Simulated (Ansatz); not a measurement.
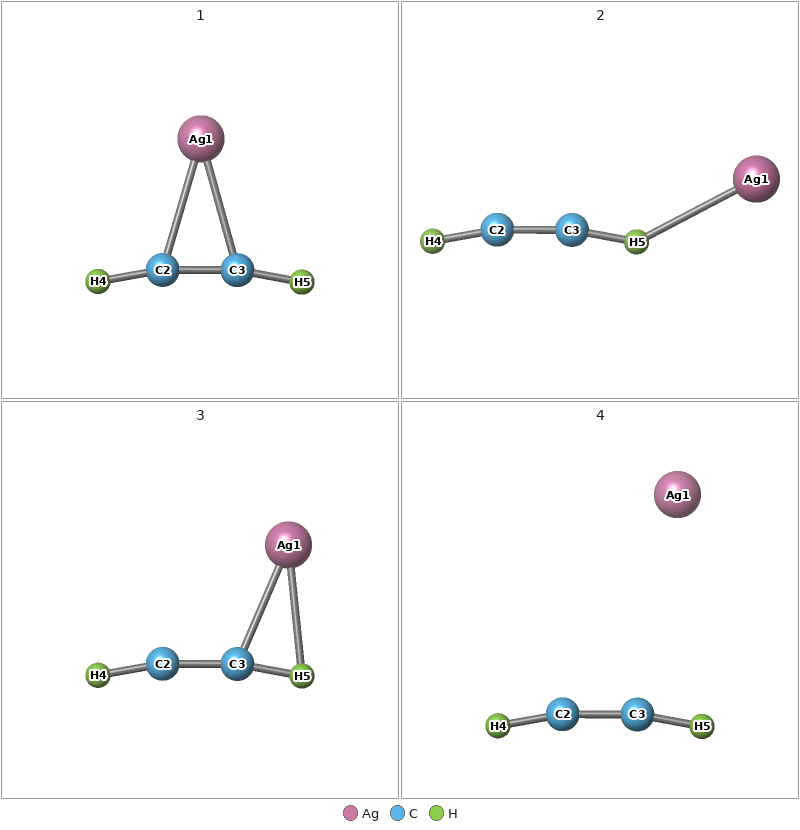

C₂H₂Ag, charge +1. 
- The turn is about an axis along (0.95, −0.32, −0.03) in the frame of the relaxed pair, normal to the line between the partners.
- First axis: distance C3···Ag1. Second axis: turn of Ag1 about C3.
- The scan uses a 15 × 15 grid. At 53 points there is no value (left out of the scan, as a rule where atoms come close).
- Energies are in kJ/mol, from the lowest grid point.
- Theory: RKS PBE-D4/def2-SVPD in Ansatz.

The numbered pictures are structures from this grid.

### Which is the most stable, and how do the others follow?

1, at distance C3···Ag1 = 2.274 Å, turn of Ag1 about C3 = 0.0°: 0 kJ/mol; 3, at distance C3···Ag1 = 2.159 Å, turn of Ag1 about C3 = −38.6°: 46 kJ/mol; 4, at distance C3···Ag1 = 3.730 Å, turn of Ag1 about C3 = −25.7°: 118 kJ/mol; 2, at distance C3···Ag1 = 3.176 Å, turn of Ag1 about C3 = −90.0°: 153 kJ/mol.

The map, with the structures marked:

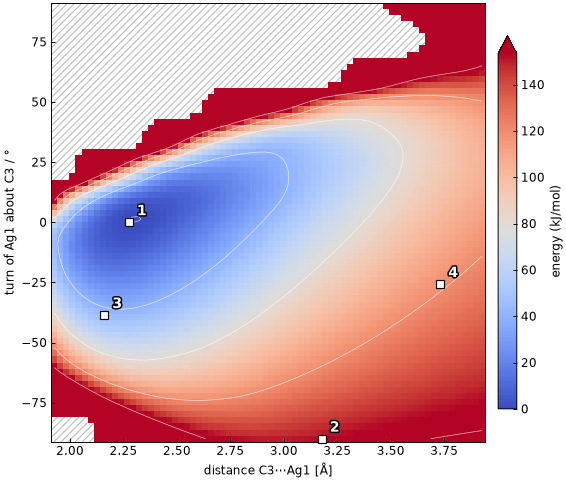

In the figure: a smooth colour map with a few white contour lines, one colour for all values above the top of the scale, hatched blanks where no value was computed. Between grid points the surface is interpolated.
